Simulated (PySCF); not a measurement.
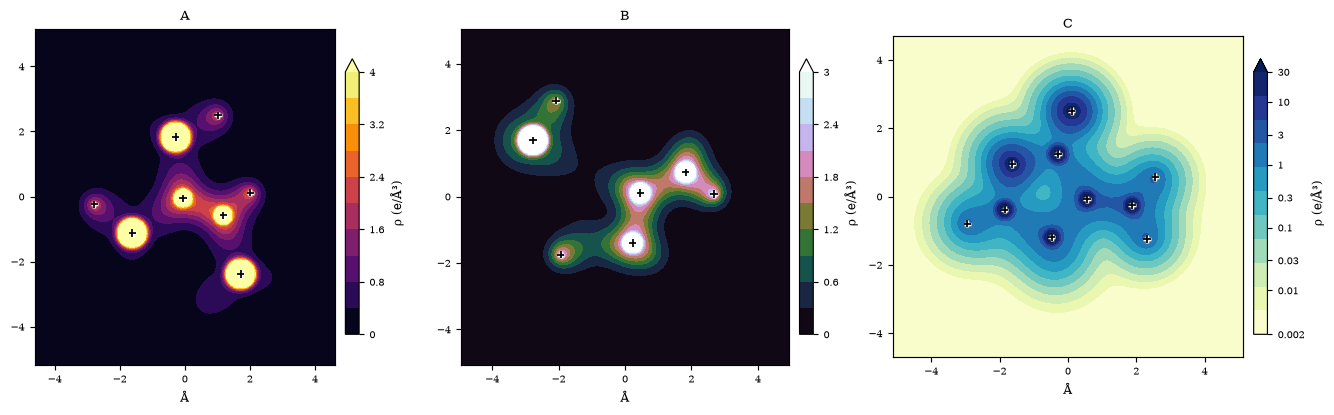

The total electron density of 3 systems, each on a plane through atoms (crosses mark nuclei in the plane).

Method: CAM-B3LYP/def2-SVPD, SCF density, gas phase in PySCF 2.14.0.

System 1: C3H5B2FO (SMILES C=C1CBOB1F), the plane of atoms C2, C1 and H9. Geometry: GFN2-xTB.

```
atom    x (Å)    y (Å)    z (Å)
   C  -1.5204  -0.7951  -0.8478
   C  -0.4119  -0.2223  -0.3889
   C  -0.0836  -0.0247   1.0805
   B   1.3345   0.7070   1.0189
   O   1.7325   0.8848  -0.2655
   B   0.8128   0.3912  -1.1518
   F   1.0340   0.4792  -2.4511
   H  -1.6979  -0.9081  -1.9042
   H  -2.2882  -1.1712  -0.1884
   H  -0.0622  -0.9830   1.6030
   H  -0.8595   0.5640   1.5734
   H   2.0109   1.0775   1.8958
```

System 2: C5H11PSi, the plane of atoms C5, C7 and H17. Geometry: GFN2-xTB.

```csv
atom,x (Å),y (Å),z (Å)
P,3.0580,-0.0592,-0.3186
Si,0.9627,0.4293,-0.9593
C,0.1433,1.9738,-0.1677
C,-1.0319,1.1347,0.3699
C,-0.5317,-0.2585,-0.0031
C,-0.5994,-1.4253,0.9380
C,-1.4429,-1.4136,-0.2952
H,2.9932,-1.3611,-0.7825
H,2.7067,-0.4388,0.9647
H,0.8750,0.3145,-2.4222
H,0.7199,2.4381,0.6292
H,-0.1667,2.7619,-0.8471
H,-1.1933,1.2599,1.4406
H,-1.9626,1.3724,-0.1454
H,-1.0855,-1.2762,1.8918
H,0.2383,-2.1075,0.9816
H,-2.5060,-1.2542,-0.1843
H,-1.1860,-2.0839,-1.1022
```

System 3: C4H12Si3 (SMILES C=C[SiH2]/C([SiH3])=C/[SiH3]), the plane of atoms Si5, C4 and C6. Geometry: GFN2-xTB.

```yaml
atoms:
  - { symbol: C, position_ang: [-2.4336, -0.3469, 1.5904] }
  - { symbol: C, position_ang: [-2.7396, 0.0023, 0.3513] }
  - { symbol: Si, position_ang: [-1.4923, 0.3110, -1.0274] }
  - { symbol: C, position_ang: [0.2693, 0.1933, -0.3383] }
  - { symbol: Si, position_ang: [0.8009, 1.4987, 0.9263] }
  - { symbol: C, position_ang: [1.0794, -0.7903, -0.7502] }
  - { symbol: Si, position_ang: [2.8573, -1.1581, -0.2561] }
  - { symbol: H, position_ang: [-1.4087, -0.4746, 1.9029] }
  - { symbol: H, position_ang: [-3.1804, -0.5210, 2.3516] }
  - { symbol: H, position_ang: [-3.7865, 0.1145, 0.0932] }
  - { symbol: H, position_ang: [-1.6971, -0.6946, -2.0822] }
  - { symbol: H, position_ang: [-1.7192, 1.6513, -1.5893] }
  - { symbol: H, position_ang: [-0.2886, 2.4675, 1.0820] }
  - { symbol: H, position_ang: [2.0065, 2.1941, 0.4658] }
  - { symbol: H, position_ang: [1.0687, 0.8765, 2.2281] }
  - { symbol: H, position_ang: [0.6850, -1.4905, -1.4862] }
  - { symbol: H, position_ang: [3.7530, -0.6864, -1.3190] }
  - { symbol: H, position_ang: [2.9983, -2.6140, -0.1319] }
  - { symbol: H, position_ang: [3.2178, -0.5236, 1.0118] }
```

Q: Which map belongs to which system?

A: Panel A is system 3, C4H12Si3: the plane holds Si, C and H. C–C (1.34 Å): ρ is about 2.2 e/Å³ halfway. Panel B is system 2, C5H11PSi: the plane holds P, C and H. C–C (1.50 Å): the density is about 1.6 e/Å³ at the midpoint. Panel C is system 1, C3H5B2FO: the plane holds C, B, O, F and H. B–F (1.32 Å): the density is about 2.2 e/Å³ at the midpoint.
